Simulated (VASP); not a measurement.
Band structure of RhI3 (space group C2/m). Level of theory: r2SCAN meta-GGA, VASP's PBE PAW potentials (set 64) (plane waves; VASP).

Unless said otherwise, spin-orbit coupling is left out, though it shifts the bands of the heavy elements here.

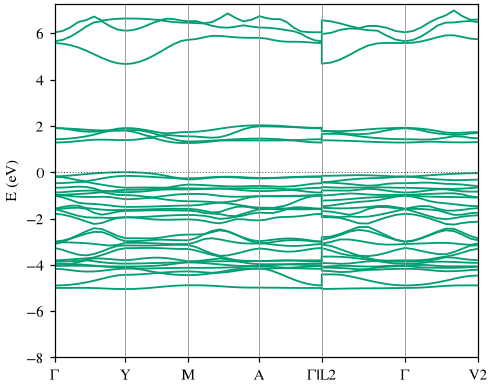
Figure: Bands along high-symmetry lines, zero at the valence-band maximum or, without a gap, the Fermi level

### Question
Read the plot: is there a gap, and where are the band edges?

### Answer
The gap is indirect, 1.26 eV, from the valence maximum at Y to the conduction minimum at (-0.40, -0.40, 0.25).

The structure comes from a computed database's RhI3 entry (C2/m); how it stands against other phases isn't given here. It was relaxed first.
